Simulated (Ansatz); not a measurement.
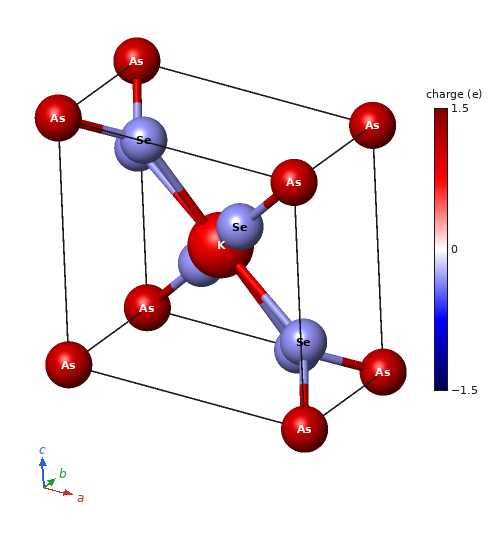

Crystal structure, ball-and-stick style, seen slightly off an axis. Lines trace the edges of the simulation cell. The atoms of this KAsSe6 cell are coloured by their Bader charge.

Run with Ansatz 0.2.0, DFT, PAW plane waves, PBE and these settings: a cutoff energy of 420 eV, a 5×5×5 k-point grid, cold smearing of 0.025 eV, no spin polarisation. The pressure of the cell is 11 GPa.

Q: Describe the charge distribution among the elements.

A: Most positive: As; most negative: Se. Charges: about K +0.8 e; As +1.0 e; Se -0.3 e.

The structure is a generated cell, made by putting these elements into a known structure type (the compound may or may not exist in this form); no relaxation was done. Ansatz was used for an electronic-structure calculation on it.

At this level of theory the cell isn't at rest (compressed, at 11 GPa and forces up to 2.3 eV/Å), so its distances can differ from those at equilibrium, the more so the softer the solid.
